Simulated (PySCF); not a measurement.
C5H7BOSi, SMILES `C#CCC1=CBO[SiH2]1`.

PySCF calculation, PBE0/6-31+G*, gas phase; geometry: GFN2-xTB. No frequency check shows the geometry to be a minimum.

Coordinates in Å:

```
C1       3.1670    0.5891    0.7099
C2       2.4091   -0.0823    0.0723
C3       1.4654   -0.8933   -0.6714
C4       0.0557   -0.5713   -0.2679
C5      -0.8375   -1.4659    0.1887
B6      -2.2151   -0.8016    0.5171
O7      -2.2049    0.5292    0.2696
Si8     -0.7772    1.1337   -0.3012
H9       3.8462    1.1693    1.2596
H10      1.6846   -1.9524   -0.4978
H11      1.5942   -0.6827   -1.7392
H12     -0.5834   -2.5139    0.2991
H13     -3.1864   -1.3103    0.9272
H14     -0.2838    2.0895    0.6794
H15     -1.0337    1.6457   -1.6433
```

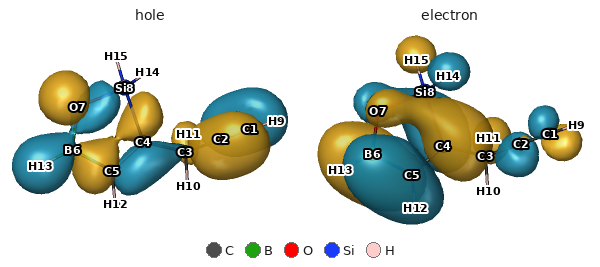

Leading natural transition orbital pair of S₃ (TDA singlet states); the surfaces enclose about 85 % of each orbital's density.

### Where does the state lie, and where do hole and electron sit?

5.69 eV (218 nm), f = 0.002; the leading pair carries 98 %; hole on C1 (22 %), C2 (20 %) and O7 (19 %), electron on B6 (25 %), C4 (23 %) and C5 (19 %); their centroids lie 1.4 Å apart. In canonical orbitals it is mainly HOMO−3 → LUMO (72 %). The HOMO–LUMO gap is 6.32 eV.
